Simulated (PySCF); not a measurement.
# What a change does: NMR shielding calculation on C9H8F2Si

System: C9H8F2Si.
Method of run A: GIAO PBE0/pcSseg-1 NMR shielding, non-relativistic, gas phase (PySCF 2.14.0).

The geometry comes from this level: PBE0-D3(BJ)/def2-SVP. Text and figures count atoms from 1; the logs count them from 0 in places.

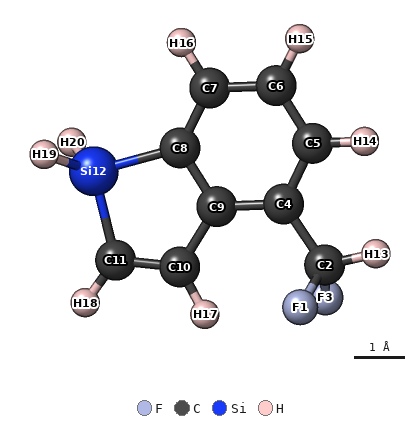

The input geometry (ball-and-stick view, seen at a tilt; atoms are numbered from 1 in the order of the input). Bond lengths as drawn: C–C 1.35 to 1.50 Å, C–F 1.36 Å, C–H 1.09 to 1.10 Å, C–Si 1.87 to 1.88 Å and H–Si 1.49 Å.

**Input file, run A**
```
{"job": {"kind": "nmr", "xc": "PBE0", "basis": "pcSseg-1"}, "charge": 0, "multiplicity": 1}
F     -2.173206    -1.697507    -1.460768
C     -2.381210    -0.982043    -0.328736
F     -2.401982    -1.872293     0.693424
C     -1.302843     0.041760    -0.133401
C     -1.651597     1.392997    -0.070386
C     -0.683174     2.377761     0.105455
C      0.660918     2.015195     0.222068
C      1.030234     0.674875     0.163093
C      0.046746    -0.325098    -0.016080
C      0.564700    -1.708895    -0.061023
C      1.897571    -1.877580     0.070315
Si     2.693703    -0.198623     0.274299
H     -3.379268    -0.515317    -0.396866
H     -2.703598     1.677851    -0.162368
H     -0.976215     3.428835     0.151807
H      1.417469     2.792572     0.360250
H     -0.133341    -2.538921    -0.195517
H      2.351055    -2.870644     0.049481
H      3.635192     0.178584    -0.824028
H      3.393277     0.006870     1.579164
```

The first line tells a small driver script what to run in PySCF; the rest is the geometry in Å.

Command:
```bash
OMP_NUM_THREADS=1 python <driver script> task.json out
```

Hardware: 1 CPU thread, shared host.

**Output (run A)**
```
coarse grid: 18536 points
cycle   1  E = -835.9609271602  dE =  2.002e+00  |g| = 7.419e-01  |ddm| = 4.689e+00
cycle   2  E = -835.8752948131  dE =  8.563e-02  |g| = 1.047e+00  |ddm| = 1.471e+00
cycle   3  E = -836.0627952748  dE = -1.875e-01  |g| = 1.096e-01  |ddm| = 8.533e-01
cycle   4  E = -836.0648455049  dE = -2.050e-03  |g| = 6.377e-02  |ddm| = 1.905e-01
cycle   5  E = -836.0659227845  dE = -1.077e-03  |g| = 1.678e-02  |ddm| = 8.393e-02
cycle   6  E = -836.0659878075  dE = -6.502e-05  |g| = 3.898e-03  |ddm| = 1.877e-02
cycle   7  E = -836.0659910288  dE = -3.221e-06  |g| = 1.293e-03  |ddm| = 4.257e-03
final grid: 178984 points
cycle   8  E = -836.1499652219  dE = -5.873e-05  |g| = 7.943e-03  |ddm| = 7.178e-02
cycle   9  E = -836.1499591010  dE =  6.121e-06  |g| = 9.926e-03  |ddm| = 2.021e-02
cycle  10  E = -836.1499806245  dE = -2.152e-05  |g| = 1.201e-03  |ddm| = 1.032e-02
cycle  11  E = -836.1499808777  dE = -2.532e-07  |g| = 4.657e-04  |ddm| = 1.699e-03
cycle  12  E = -836.1499809314  dE = -5.372e-08  |g| = 1.647e-04  |ddm| = 6.997e-04
cycle  13  E = -836.1499809377  dE = -6.259e-09  |g| = 3.467e-05  |ddm| = 1.739e-04
cycle  14  E = -836.1499809379  dE = -2.563e-10  |g| = 1.164e-05  |ddm| = 4.559e-05
converged SCF energy = -836.1499809379

GIAO shielding tensors (ppm)
atom      isotropic    diamagn.    paramagn.     s11        s22        s33       span
  0 F      289.266     475.331    -186.065    193.462    312.209    362.129    168.667
  1 C       63.401     235.804    -172.402     54.318     66.413     69.473     15.155
  2 F      289.757     475.276    -185.519    193.759    313.245    362.266    168.507
  3 C       49.364     263.602    -214.238    -34.660     20.129    162.624    197.283
  4 C       49.633     252.652    -203.020    -55.627     38.021    166.505    222.132
  5 C       52.555     255.084    -202.529    -55.961     40.320    173.308    229.269
  6 C       43.224     252.894    -209.670    -69.750     26.856    172.567    242.317
  7 C       44.117     257.586    -213.469    -42.760     -3.712    178.822    221.582
  8 C       30.077     254.519    -224.443    -64.888      3.614    151.505    216.393
  9 C       23.331     249.970    -226.639    -98.673     33.280    135.387    234.060
 10 C       50.336     262.360    -212.024    -61.412     44.739    167.681    229.093
 11 Si     392.132     882.489    -490.357    323.771    393.941    458.685    134.914
 12 H       24.865      27.681      -2.816     22.075     23.818     28.704      6.628
 13 H       24.007      31.819      -7.811     20.629     23.604     27.789      7.160
 14 H       23.893      29.706      -5.813     20.467     24.604     26.608      6.141
 15 H       23.414      30.499      -7.085     19.272     23.521     27.451      8.179
 16 H       22.948      31.365      -8.417     19.158     19.881     29.805     10.647
 17 H       24.679      29.150      -4.472     23.632     23.751     26.653      3.021
 18 H       26.366      28.195      -1.829     22.945     24.471     31.681      8.735
 19 H       26.367      28.189      -1.822     22.924     24.482     31.695      8.771
```

The input of run B differs as follows (lines with − go, lines with + come):
```diff
-"xc": "PBE0"
-"basis": "pcSseg-1"
+"xc": "PBE"
+"basis": "pcSseg-2"
+"pop": false
```

Predict how the results change.

The total energies belong to different models, so their difference says nothing on which is more stable or more accurate. The HOMO goes from −6.90 to −5.98 eV. The LUMO goes from −1.71 to −2.57 eV. The dipole moment goes from 2.01 to 1.83 D. Of all shieldings, the largest change is that of Si12, by −22.9 ppm. The functional changes from PBE0 to PBE. The SCF takes 17 iterations against 14. The basis functions go from 251 to 551.

**Output (run B)**
```
coarse grid: 18536 points
cycle   1  E = -836.2168631051  dE =  1.605e+00  |g| = 8.885e-01  |ddm| = 4.075e+00
cycle   2  E = -835.8604065884  dE =  3.565e-01  |g| = 1.611e+00  |ddm| = 2.394e+00
cycle   3  E = -836.3595134176  dE = -4.991e-01  |g| = 2.502e-01  |ddm| = 1.633e+00
cycle   4  E = -836.3707142152  dE = -1.120e-02  |g| = 1.373e-01  |ddm| = 3.645e-01
cycle   5  E = -836.3760067114  dE = -5.292e-03  |g| = 3.693e-02  |ddm| = 1.524e-01
cycle   6  E = -836.3763080385  dE = -3.013e-04  |g| = 1.397e-02  |ddm| = 3.812e-02
cycle   7  E = -836.3763499094  dE = -4.187e-05  |g| = 5.102e-03  |ddm| = 1.504e-02
cycle   8  E = -836.3763563673  dE = -6.458e-06  |g| = 1.570e-03  |ddm| = 5.475e-03
final grid: 178984 points
cycle   9  E = -836.3886381901  dE = -2.337e-04  |g| = 1.664e-02  |ddm| = 2.024e-01
cycle  10  E = -836.3884486666  dE =  1.895e-04  |g| = 3.211e-02  |ddm| = 4.496e-02
cycle  11  E = -836.3886934373  dE = -2.448e-04  |g| = 7.124e-03  |ddm| = 3.210e-02
cycle  12  E = -836.3887062083  dE = -1.277e-05  |g| = 1.915e-03  |ddm| = 6.449e-03
cycle  13  E = -836.3887070120  dE = -8.038e-07  |g| = 5.429e-04  |ddm| = 2.368e-03
cycle  14  E = -836.3887070705  dE = -5.848e-08  |g| = 1.730e-04  |ddm| = 9.571e-04
cycle  15  E = -836.3887070767  dE = -6.137e-09  |g| = 1.047e-04  |ddm| = 2.431e-04
cycle  16  E = -836.3887070795  dE = -2.860e-09  |g| = 1.989e-05  |ddm| = 1.001e-04
cycle  17  E = -836.3887070796  dE = -7.890e-11  |g| = 6.459e-06  |ddm| = 2.620e-05
converged SCF energy = -836.3887070796

GIAO shielding tensors (ppm)
atom      isotropic    diamagn.    paramagn.     s11        s22        s33       span
  0 F      267.721     471.444    -203.722    177.202    281.148    344.814    167.612
  1 C       48.691     231.972    -183.281     36.542     51.304     58.228     21.687
  2 F      268.150     471.228    -203.078    177.441    282.089    344.920    167.479
  3 C       40.023     265.422    -225.399    -41.664      8.151    153.581    195.245
  4 C       42.869     258.441    -215.573    -61.152     31.097    158.661    219.812
  5 C       45.364     253.767    -208.403    -63.205     34.289    165.008    228.213
  6 C       36.522     255.589    -219.067    -75.528     20.845    164.249    239.778
  7 C       34.265     259.919    -225.654    -50.152    -16.480    169.426    219.578
  8 C       21.431     250.350    -228.919    -69.321     -9.120    142.734    212.055
  9 C       15.564     254.821    -239.257   -100.976     20.219    127.451    228.427
 10 C       43.074     256.664    -213.590    -64.048     32.211    161.059    225.107
 11 Si     369.221     878.646    -509.425    296.461    371.676    439.524    143.063
 12 H       24.503      26.956      -2.453     22.087     23.499     27.923      5.836
 13 H       23.903      32.521      -8.618     20.938     22.760     28.011      7.073
 14 H       23.799      29.485      -5.686     20.687     23.623     27.089      6.402
 15 H       23.279      30.884      -7.604     19.534     22.511     27.794      8.260
 16 H       22.588      31.873      -9.285     18.881     19.287     29.596     10.714
 17 H       24.590      29.689      -5.099     23.181     24.034     26.555      3.374
 18 H       26.209      29.916      -3.707     23.082     24.536     31.010      7.927
 19 H       26.209      29.897      -3.688     23.061     24.544     31.022      7.961
```

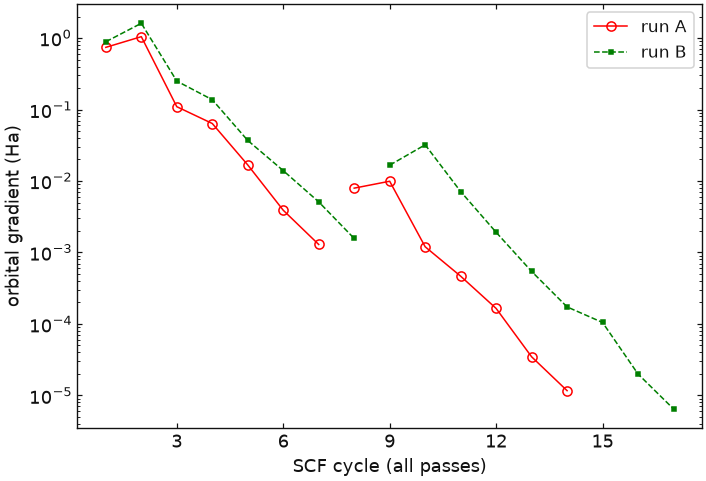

Convergence of the two runs: orbital gradient against the SCF cycle. A break in a curve parts two SCF passes (coarse and final grid). Run A takes 14 cycles in all, and run B takes 17.

**The two runs side by side**

```csv
quantity,run A,run B
outcome,converged,converged
total energy (hartree),−836.149981,−836.388707
HOMO (eV),−6.90,−5.98
LUMO (eV),−1.71,−2.57
dipole moment (D),2.01,1.83
shielding of F1 (ppm),289.3,267.7
shielding of C2 (ppm),63.4,48.7
shielding of F3 (ppm),289.8,268.2
shielding of C4 (ppm),49.4,40.0
shielding of C8 (ppm),44.1,34.3
shielding of C9 (ppm),30.1,21.4
shielding of Si12 (ppm),392.1,369.2
SCF iterations,14,17
basis functions,251,551
wall time (shared host),56 s,4.1 min
```
